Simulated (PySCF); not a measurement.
C$_{5}$H$_{7}$F (charge −1, doublet)

```yaml
atoms:
  - { symbol: C, position_ang: [1.6514, -0.0936, -0.3603] }
  - { symbol: C, position_ang: [0.2075, 0.1464, -0.1063] }
  - { symbol: F, position_ang: [0.5779, 2.0647, 0.8609] }
  - { symbol: C, position_ang: [-0.8907, 0.2944, -0.9696] }
  - { symbol: C, position_ang: [-1.7936, -0.2899, -0.1028] }
  - { symbol: C, position_ang: [-0.7004, -0.5261, 0.9197] }
  - { symbol: H, position_ang: [1.8440, -1.1454, -0.6276] }
  - { symbol: H, position_ang: [2.2340, 0.1453, 0.5277] }
  - { symbol: H, position_ang: [1.9965, 0.5378, -1.1780] }
  - { symbol: H, position_ang: [-0.9969, 0.7486, -1.9459] }
  - { symbol: H, position_ang: [-2.8678, -0.3349, -0.0292] }
  - { symbol: H, position_ang: [-0.4632, -1.5744, 1.1414] }
  - { symbol: H, position_ang: [-0.8030, 0.0276, 1.8522] }
```

Geometry: GFN2-xTB; at this geometry the atoms fall into two loosely joined parts.

Method: PySCF 2.14.0, density-fitted response routines, UKS B3LYP, pcH-1 on C F H, non-relativistic, mean-field spin-orbit, GIAO.

### What can the converged electron density, electron localisation function and spin density tell about the bonding?

C–C (1.38 Å): ρ is about 2.1 e/Å³ halfway; the ELF peaks at about 0.90 between the atoms: a covalent bond.
C–H (1.08 Å): ρ is about 2 e/Å³ halfway; the ELF climbs to about 1 towards the hydrogen, as it does in any bond to H (a covalent bond by its length).
C–C (1.52 Å): ρ at the midpoint is about 1.6 e/Å³; the ELF peaks at about 0.95 between the atoms (localised, covalent bonding).
C–C (1.53 Å): the density is about 1.6 e/Å³ at the midpoint; the ELF peaks at about 0.95 between the atoms; a shared electron pair.
The unpaired spin (1 electron) lies mostly on C5 (about 0.4), C2 (about 0.3) and F3 (about 0.2), in electrons by Hirshfeld's partition.

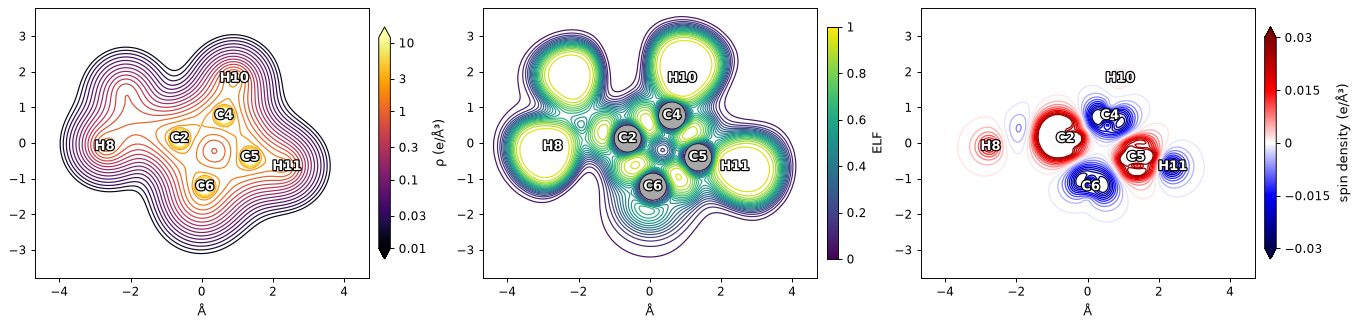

Computed electron density, electron localisation function and spin density on the plane of atoms C4, C5 and C6, in this order. Grey discs cover the atomic cores in the ELF map. 
